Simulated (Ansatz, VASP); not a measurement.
# Re (Rhenium): VASP beside Ansatz

Aim: how closely do two programs agree when they are given the same cell, functional and k mesh?

Method: plane waves, with VASP 6.6.1 beside it; relaxation of cell and atoms at LDA, in Ansatz 0.2.0.

**1. The starting structure**

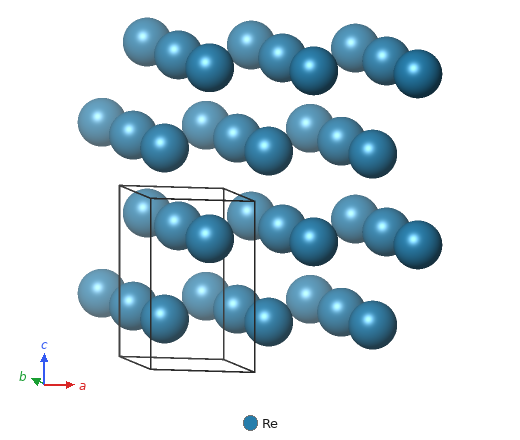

The starting structure, seen slightly off an axis (rhenium blue). 3×3×2 cells are drawn.

**2. VASP: relaxation of cell and atoms, LDA**

The relaxed volume is the usual yardstick between codes: its relative difference is about their pressure difference at one cell divided by the bulk modulus.

Lines of VASP's logs that name or quote its potential files are left out, and so is its time.

File INCAR:

```
SYSTEM = Re
PREC = Accurate
ENCUT = 520
EDIFF = 1E-07
NELM = 100
ISMEAR = 1
SIGMA = 0.15
LREAL = .FALSE.
ALGO = Normal
GGA = CA
NBANDS = 13
LASPH = .TRUE.
LORBIT = 11
LWAVE = .FALSE.
LCHARG = .FALSE.
KPAR = 4
IBRION = 2
NSW = 50
ISIF = 3
EDIFFG = -0.005
```

File POSCAR:

```
Re
1.0
    2.7406709150      0.0000000000      0.0000000000
   -1.3703354575      2.3734906358      0.0000000000
    0.0000000000      0.0000000000      4.4220884304
Re
2
Direct
    0.6666666667      0.3333333333      0.7500000000
    0.3333333333      0.6666666667      0.2500000000
```

File KPOINTS:

```
Automatic mesh
0
Gamma
20 20 12
0 0 0
```

Potentials, in the order of the species: Re (LDA family, release 64).

Launch:

```bash
> mpirun -np 4 vasp_std
```

Numbers of over 12 decimals in the logs are rounded to 6 here.

What it wrote:

```text
[banner, memory and clock lines left out]
running    4 mpi-ranks, on    1 nodes
 distrk:  each k-point on    1 cores,    4 groups
 distr:  one band on    1 cores,    1 groups

 POSCAR found type information on POSCAR Re
 POSCAR found :  1 types and       2 ions
 LDA part: xc-table for (Slater(with rela. corr.)+CA(PZ))
 , standard interpolation
 POSCAR, INCAR and KPOINTS ok, starting setup
 FFT: planning ... GRIDC
 FFT: planning ... GRID_SOFT
 FFT: planning ... GRID
 WAVECAR not read
 entering main loop
       N       E                     dE             d eps       ncg     rms          rms(c)
DAV:   1     0.969893311229E+02    0.96989E+02   -0.60537E+03  9126   0.111E+03
DAV:   2    -0.216066990842E+02   -0.11860E+03   -0.10278E+03 12447   0.410E+02
DAV:   3    -0.288299284289E+02   -0.72232E+01   -0.63297E+01 13392   0.131E+02
DAV:   4    -0.289729759580E+02   -0.14305E+00   -0.14120E+00 13131   0.112E+01
DAV:   5    -0.289737784709E+02   -0.80251E-03   -0.80230E-03 13300   0.146E+00    0.446E+01
DAV:   6    -0.278883311912E+02    0.10854E+01   -0.91597E-01 13664   0.158E+01    0.192E+01
DAV:   7    -0.275406165824E+02    0.34771E+00   -0.61224E-01 13699   0.125E+01    0.409E-01
DAV:   8    -0.275309850873E+02    0.96315E-02   -0.51949E-03 12814   0.720E-01    0.150E-01
DAV:   9    -0.275298187437E+02    0.11663E-02   -0.46283E-04 11806   0.201E-01    0.414E-02
DAV:  10    -0.275298275019E+02   -0.87583E-05   -0.46475E-05 12981   0.605E-02    0.231E-02
DAV:  11    -0.275298266224E+02    0.87958E-06   -0.83333E-07 13295   0.122E-02    0.115E-03
DAV:  12    -0.275298266230E+02   -0.60368E-09   -0.34138E-08  7119   0.170E-03
   1 F= -.27529827E+02 E0= -.27529877E+02  d E =-.275298E+02
 curvature:   0.00 expect dE= 0.000E+00 dE for cont linesearch  0.000E+00
 trial: gam= 0.00000 g(F)=  0.848E-51 g(S)=  0.143E-06 ort = 0.000E+00 (trialstep = 0.100E+01)
 search vector abs. value=  0.143E-06
 reached required accuracy - stopping structural energy minimisation
```

OUTCAR, selected parts (step 2):

```text
ion  position               nearest neighbor table
   1  0.667  0.333  0.750-   2 2.72   2 2.72   2 2.72   2 2.72   2 2.72   2 2.72
   2  0.333  0.667  0.250-   1 2.72   1 2.72   1 2.72   1 2.72   1 2.72   1 2.72

  LATTYP: Found a hexagonal cell.
 ALAT       =     2.7406709150
 C/A-ratio  =     1.6135058048

 Subroutine GETGRP returns: Found 24 space group operations
 (whereof 12 operations were pure point group operations)

The static configuration has the point symmetry D_3d.
 The point group associated with its full space group is D_6h.

 Found    308 irreducible k-points:

   k-points           NKPTS =    308   k-points in BZ     NKDIM =    308   number of bands    NBANDS=     13

   dimension x,y,z NGX =    20 NGY =   20 NGZ =   36
   dimension x,y,z NGXF=    40 NGYF=   40 NGZF=   72

   ENCUT  =  520.0 eV  38.22 Ry    6.18 a.u.   5.10  5.10  8.22*2*pi/ulx,y,z

   NELECT =      14.0000    total number of electrons

 k-points in reciprocal lattice and weights: Automatic mesh
   0.00000000  0.00000000  0.00000000       0.000
   0.05000000  0.00000000  0.00000000       0.001
   0.10000000 -0.00000000  0.00000000       0.001
   0.15000000  0.00000000  0.00000000       0.001
   0.20000000 -0.00000000  0.00000000       0.001
   0.25000000  0.00000000  0.00000000       0.001
   0.30000000  0.00000000  0.00000000       0.001
   0.35000000  0.00000000  0.00000000       0.001
   0.40000000  0.00000000  0.00000000       0.001
[...]
0.30000000  0.30000000  0.50000000       0.001
   0.35000000  0.30000000  0.50000000       0.001

 average (electrostatic) potential at core
       1 -39.0946       2 -39.0946

 E-fermi :   8.1263

 k-point     1 :       0.0000    0.0000    0.0000
  band No.  band energies     occupation
    ...
      3       6.4725      2.00000
      4       6.4725      2.00000
      5       6.4847      2.00000
      6       7.3424      2.00000
      7       7.3424      2.00000
      8       8.2905     -0.06475
      9       8.2905     -0.06475
     10       8.9408     -0.00000
     11      11.5890      0.00000
     12      11.5890      0.00000
    ...

 k-point     2 :       0.0500    0.0000    0.0000
  band No.  band energies     occupation
    ...
      4       6.5697      2.00000
      5       6.7822      2.00000
      6       7.2652      2.00000
      7       7.4345      2.00000
      8       8.1151      1.12571
      9       8.2064      0.22344
     10       8.5931     -0.00010
     11      11.6476      0.00000
     12      12.1166      0.00000
     13      18.4819      0.00000

 k-point     3 :       0.1000   -0.0000    0.0000
  band No.  band energies     occupation
    ...
      5       6.9823      2.00000
      6       7.1757      2.00000
      7       7.3710      2.00000
      8       7.7073      2.00057
      9       7.9806      2.04386
     10       8.2707     -0.04152
     11      11.7984      0.00000
     12      13.2050      0.00000
     13      18.4564      0.00000

  Total        0.0016399      0.0016399      0.0007514      0.0000000      0.0000000     -0.0000000
  in kB        0.0913373      0.0913373      0.0418492      0.0000000      0.0000000     -0.0000000
  external PRESSURE =       0.0748413 kB  Pullay stress =       0.0000000 kB

  energy-cutoff  :      520.00
  volume of cell :       28.77
      direct lattice vectors                 reciprocal lattice vectors
     2.740670915  0.000000000  0.000000000     0.364874161  0.210660195  0.000000000
    -1.370335457  2.373490636  0.000000000     0.000000000  0.421320390  0.000000000
     0.000000000  0.000000000  4.422088430     0.000000000  0.000000000  0.226137495

 POSITION                                       TOTAL-FORCE (eV/Angst)
 -----------------------------------------------------------------------------------
      1.37034      0.79116      3.31657         0.000000      0.000000      0.000000
     -0.00000      1.58233      1.10552        -0.000000     -0.000000      0.000000
 -----------------------------------------------------------------------------------
    total drift:                               -0.000000      0.000000     -0.000000

  FREE ENERGIE OF THE ION-ELECTRON SYSTEM (eV)
  ---------------------------------------------------
  free  energy   TOTEN  =       -27.5298266230 eV

  energy  without entropy=      -27.5299787207  energy(sigma->0) =      -27.52987732

 reached required accuracy - stopping structural energy minimisation

 total charge
# of ion       s       p       d       tot
------------------------------------------
    1        0.636   0.685   4.940   6.262
    2        0.636   0.685   4.940   6.262
--------------------------------------------------
tot          1.272   1.371   9.880  12.523

[... 3 further parts left out ...]
```

CONTCAR:

```
Re
   1.00000000000000
     2.7406709149999999    0.0000000000000000    0.0000000000000000
    -1.3703354575000000    2.3734906358000001    0.0000000000000000
     0.0000000000000000    0.0000000000000000    4.4220884303999997
  Re
     2
Direct
     0.6666666667000030    0.3333333332999970    0.7500000000000000
     0.3333333332999970    0.6666666667000030    0.2500000000000000
```

**3. Ansatz: relaxation of cell and atoms, LDA**

Ansatz runs on its default PAW (the set named soft_2) files.

The same cell, functional (in two slightly different forms), mesh and smearing now go to Ansatz, which takes its cutoff from its data sets.

File input.yaml:

```yaml
crystal:
  lattice:
    - [2.740670915, 0.0, 0.0]
    - [-1.3703354575, 2.3734906358, 0.0]
    - [0.0, 0.0, 4.4220884304]
  atoms:
    - { symbol: Re, position: [0.6666666667, 0.3333333333, 0.75] }
    - { symbol: Re, position: [0.3333333333, 0.6666666667, 0.25] }
hamiltonian:
  xc: lda
  pseudopotentials: { kind: paw }
kpoints:
  mp_grid: { grid: [20, 20, 12] }
scf:
  occupations: { method: methfessel_paxton, width: 0.15 }
relax:
  f_tol: 0.01
  max_steps: 60
  cell: { stress_tol: 0.05 }
output:
  forces: true
  stress: true
```

Launch:

```bash
> ansatz run input.yaml --threads 4 --pin off --max-ram 9216MiB --backend cpu --events-out ev --progress --plain --runs-dir out
```

What it wrote:

```text
Engine: ansatz 0.2.0, aarch64-unknown-linux-gnu
Pseudopotentials: kind: paw
Pseudopotential: Re, paw, valence charge 15, recommended cutoff 420 eV (normal), Re.paw.azcp
Functional definition: SPW92
  exchange = slater_x
  correlation = pw_c
Crystal: 2 atoms, lattice volume = 28.765 Å³
Basis set: ecut = 420 eV, 573 PW (Γ)
Bands: 19, of which v1, the nominal top of the filled ones, is band 15 counted from 1 (14 counted from 0)
Symmetry: 24 space group operations
Space group: P63/mmc (ITA 194), of the structure as read, at distance tolerance 3.1e-5 Å
k-points: 308 of 4800
Non-local potential: Re, projectors of the file, l = 0: 3, l = 1: 2, l = 2: 2, l = 3: 1
PAW form: soft (Blöchl's): semilocal exchange-correlation on the pseudo side does not see the compensation charge
PAW frozen core: Re, regenerated for the run's functional, and the local potential with it (the file was generated under x = pbe(κ = 0.804, μ = 0.219515), c = pbe(β = 0.066725))
PAW one-centre angular grid: Re, 590 points (default); XC on 64 Gauss nodes
Initial density: superposition of atomic densities (neutral atoms: chi_scale 0, normalization atom), corrected by the library's trained network
Initial wavefunctions: pseudopotential atomic-orbital guess
Functional: x = slater, c = lda
SCF iter   1: F=—  HF=-21215.302805 eV  |F-HF|=—  |Δ(HF+E_count)|=         —  Δρ=1.03e-2  dr2=1.42e-2  ethr=1.77e-3  ⟨swp⟩=5.2  Hψ=26229  notcnv=0
preconditioner: auto → none  [metal: Δε(μ)=0.003 eV  Ē_g=6.242 eV  σ=0.150 eV  W_gap=0.02  n_scr=8 (ndim 8)  ℏωp=25.9 eV  f_vac=0.000  D(μ)=1.55/eV (n_scr^D=22)  sad-step TF]
SCF iter   2: F=—  HF=-21215.301668 eV  |F-HF|=—  |Δ(HF+E_count)|=   1.14e-3  S|Δr|=    0.00e0  Δρ=6.08e-3  dr2=5.14e-3  ethr=4.72e-5  ⟨swp⟩=1.1  Hψ=8504  notcnv=0
SCF iter   3: F=—  HF=-21215.300801 eV  |F-HF|=—  |Δ(HF+E_count)|=   8.67e-4  S|Δr|=    0.00e0  Δρ=3.13e-4  dr2=1.19e-5  ethr=1.71e-5  ⟨swp⟩=2.0  Hψ=7757  notcnv=0
SCF iter   4: F=—  HF=-21215.300798 eV  |F-HF|=—  |Δ(HF+E_count)|=   2.97e-6  S|Δr|=    0.00e0  Δρ=8.25e-5  dr2=1.26e-6  ethr=3.98e-8  ⟨swp⟩=2.0  Hψ=9769  notcnv=0
SCF iter   5: F=-21215.300797 eV  HF=-21215.300797 eV  |F-HF|=5.93e-9  |Δ(HF+E_count)|=   5.43e-7  S|Δr|=    0.00e0  Δρ=1.52e-5  dr2=2.30e-8  ethr=3.33e-10  ⟨swp⟩=2.9  Hψ=24328  notcnv=0
SCF 1 converged in 5 iterations: F = -21215.300797 eV  dr2 = 2.30e-8
  greatest PAW one-centre occupation: 0.999 electrons in one spin orbital (limit 2), on the Re atom at site 1 (counted from 0), in its partial waves of l = 0
relax step   1: F+E_penalty+E_count = -21215.30079746 eV  Δ(F+E_penalty+E_count) = +0.000e0 eV  max|allowed force component| = 9.021e-17 eV/Å  Δτ_max = 0.0000 Å  P = -1.499 GPa  Ω = 28.765 Å³  (5 SCF iters, dr2 threshold 1.00e-7 eV, accepted)
[...]
relax step   2: F+E_penalty+E_count = -21215.29875700 eV  Δ(F+E_penalty+E_count) = +2.040e-3 eV  max|allowed force component| = 4.626e-17 eV/Å  Δτ_max = 0.0000 Å  P = +3.619 GPa  Ω = 28.409 Å³  energy of the carried Pulay correction = +2.705e-4 eV  (3 SCF iters, dr2 threshold 2.00e-7 eV, rejected (line search))
[...]
relax step   3: F+E_penalty+E_count = -21215.30138336 eV  Δ(F+E_penalty+E_count) = -5.859e-4 eV  max|allowed force component| = 7.170e-17 eV/Å  Δτ_max = 0.0000 Å  P = -0.023 GPa  Ω = 28.660 Å³  energy of the carried Pulay correction = +7.957e-5 eV  (5 SCF iters, accepted)
[...]
relax step   4: F+E_penalty+E_count = -21215.30130777 eV  Δ(F+E_penalty+E_count) = +7.559e-5 eV  max|allowed force component| = 6.708e-17 eV/Å  Δτ_max = 0.0000 Å  P = -0.024 GPa  Ω = 28.660 Å³  stress off target by 2.72e-2 GPa  SCF on the basis re-selected at this cell (its energy is not comparable with the rows above)  (3 SCF iters)
basis re-selected at this cell: Δ(F+E_penalty+E_count) = +7.559e-5 eV, ΔP = -0.002 GPa vs the last step (what re-selecting the basis moved, of the pressure what is left beyond the Pulay correction that the steps carried, after the strain that the cell walked since its last selection, with what the two solves' SCF thresholds leave and, on support functions, any second-order correction that the steps lacked; it is no m [...]
SCF converged after 3 iterations
Stability not checked: this state was not tested for a lower state beside it, because cold or Methfessel-Paxton smearing, or corrected tetrahedra, fill the levels in a way that the test cannot read (fill_not_monotonic; see scf.lower_state_search)
Free energy (F): -21215.301308 eV
Harris-Foulkes:  -21215.301308 eV  (|F-HF|=1.09e-11)
Internal energy: -21215.301495 eV  (E = F + TS)
E sigma→0 (E₀):  -21215.301355 eV
Entropy (-TS):   0.000187 eV (0.094 meV/atom)
Fermi energy:    24.358135 eV
Step filling:    the computed levels leave a gap of 0.0074 eV = 0.0 smearing widths at the electron count; against every level under it full and every level over it empty, smearing changes F+E_penalty+E_count by +0.089 meV and its σ→0 estimate by +0.042 meV
--- Per-component energies (eV) ---
  E_band       = -132.084931
  E_kinetic    = 1087.552850
  E_local      = -1484.764127  (includes V_loc(G=0)·N_el)
  E_nonlocal   = 107.877290
  E_hartree    = 533.038518
  E_xc         = -803.434609
  E_vxc        = -611.523041  (∫ρ·V_xc dr)
  E_paw        = -16803.820211  (= ΣΔE_a)
  E_vpaw       = -297.304868  (= ΣTr[D̂ρ^β])
  E_aug_tail   = -0.000160  (compensation charges beyond the density's cutoff)
  E_ewald      = -3852.389198
  E_core_change = 0.638152  (= ΣΔE_core)
  E_smearing   = 0.000187  (= −TS)
  E_closure    = 0.000000  (closes the sum)
  Σ components = -21215.301308   (vs F -21215.301308, Δ=0.00e0)
--- Forces (eV/Å), atoms counted from 1 ---
  atom   1  Re    -0.00000000    -0.00000000    -0.00000000
  atom   2  Re     0.00000000     0.00000000     0.00000000
  max |Σ_I F_I| component: 1.85e-17 eV/Å
--- Stress (GPa, compression-positive) ---
       -0.027157       0.000000       0.000000
       -0.000000      -0.027157      -0.000000
        0.000000      -0.000000      -0.018964
  P = ⅓ Tr σ = -0.0244 GPa (-0.244 kbar)
--- Relaxed structure (3 steps of the walk, 2 accepted, 1 SCFs on fresh bases) ---
  F+E_penalty+E_count = -21215.30130777 eV   max|allowed force component| = 6.708e-17 eV/Å   (the final SCF, on the basis selected at the relaxed cell)
  cell:  # Å, volume = 28.6601 Å³
    - [2.736983, 0, 1.17702006450993e-19]
    - [-1.368491, 2.370296, 0]
    - [1.8991287064545169e-19, 0, 4.417776]
  atoms:
    - { symbol: Re, position: [0.666667, 0.333333, 0.750000] }
    - { symbol: Re, position: [0.333333, 0.666667, 0.25] }
```

Run time: 6.3 s. Hardware: 4 threads of Arm Neoverse V1, shared host; peak memory 0.43 GiB.

**4. Comparison**

Known differences besides the PAW data sets themselves: the two LDA forms differ slightly; both relaxations stop at a tolerance, which leaves soft axes loose, and VASP keeps its plane-wave basis; the data sets hold 30 valence electrons in Ansatz (default PAW (the set named soft_2) files) and 14 in VASP; the cutoff is 420 eV in Ansatz and 520 eV in VASP; Ansatz makes its cores anew for this functional, VASP keeps those of its LDA data sets; Ansatz adds a Pulay correction to the stress that steers its cell, VASP none. Total energies have different zeros and are not compared.

Both answers:

```tsv
quantity	Ansatz	VASP	difference
volume (Å³)	28.66	28.77	-0.37 %
edge a after relaxation, in the typed setting (Å)	2.737	2.741	-0.14 %
edge c after relaxation, in the typed setting (Å)	4.418	4.422	-0.10 %
```

The walks stopped with -0.02 GPa left in Ansatz and 0.01 GPa in VASP; each walk ends within a tolerance, so the volume difference is uncertain by about these residues over the bulk modulus, most in soft cells.

**5. What came out**

```yaml
difference_in_volume_relaxation_of_cell_and_atoms_lda: -0.37 %
```

**Reading.** The difference in volume is -0.37 % (relaxation of cell and atoms, LDA), within the 1.2 % picked in this series as the mark of a large difference, as far as the stopping tolerances let one tell. Differences of this kind measure data sets and numerical settings, not the functional's error against experiment.

[Lines on the potential files, build, host, timing and source positions are cut from VASP's logs without a mark.]

[Logs are printed without paths, hosts, clocks, repeated set-up lines and the standing remarks that a program may print on its own settings, such as how far it seeks lower states.]

[Hosts, paths, dates, database ids (printed as entryN), source tags and the programs' standing remarks are cut or masked in the printed files.]
